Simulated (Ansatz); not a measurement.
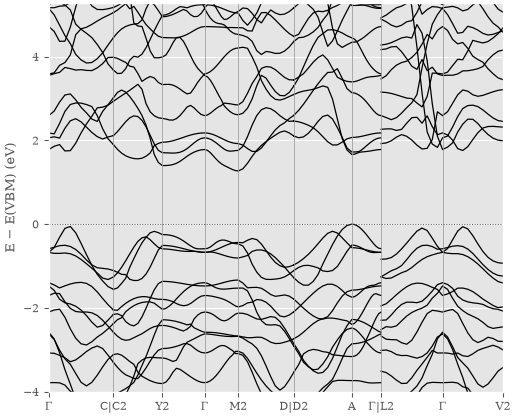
Fig. 1. Band structure from plane-wave PAW r²SCAN (Ansatz code)

Problem. Read off the gap and where the band edges lie.

Solution. About 1.3 eV (1.27 eV by a search for the band edges); maximum at A, minimum at M2.

Problem. Which of these materials gives this?
A) Mn2Cr3FeO8, C2/m (Pearson symbol mS28)
B) Al2Te5, C2/m (Al on 4i, Te on 4i, Te on 2a, Te on 4i)
C) NaCrS2O8, C2/m (Pearson symbol mS24)
D) Te3As2, C2/m (Pearson symbol mS20)

Solution. B, Al2Te5, C2/m (Al on 4i, Te on 4i, Te on 2a, Te on 4i)

The first step of the workflow began from a Materials Project structure, measured or hypothetical; the Crystallography Open Database copy checked does not list it. Whether it is the stable phase at ambient conditions was not checked. The cell was relaxed with r²SCAN under the symmetry of its start; whether a distortion lowers the energy is not shown. A crystal of weakly bound layers computed without a dispersion correction: the cell and the soft elastic constants depend strongly on that. Spin–orbit coupling is left out wherever it is not named.

Potentials: the later of the program's two PAW sets.
